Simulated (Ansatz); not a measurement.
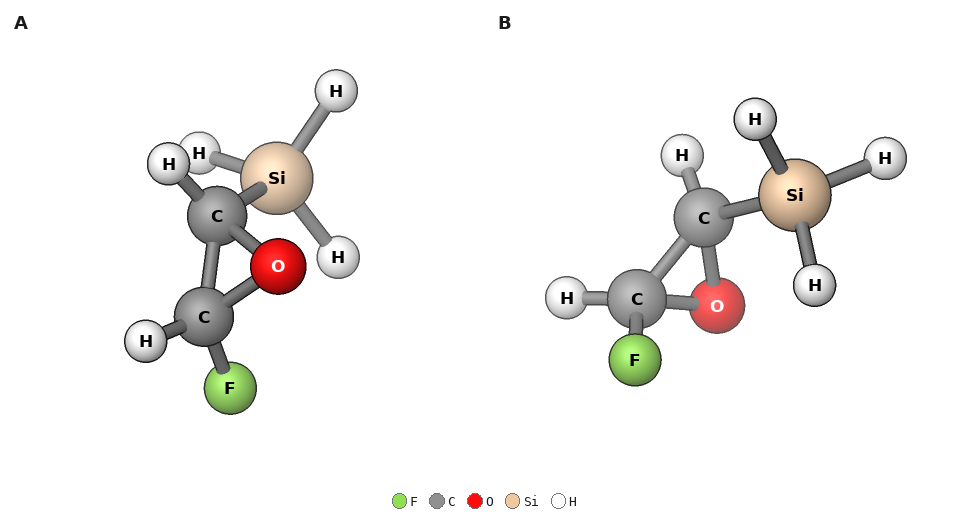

Depth is shown by fading: the farther an atom, the more it takes the colour of the background. The computed structure is the end point of a PBE0-D4/def2-TZVP optimisation. No frequency run is at hand to confirm it as a minimum.

Q: How are A and B related: the same structure turned, mirror images, conformers, diastereomers or constitutional isomers?

A: They are enantiomers, mirror images that no rotation superimposes: A is F[C@H]1O[C@H]1[SiH3] (R, S), B is F[C@@H]1O[C@@H]1[SiH3] (R, S). Their energies are equal.
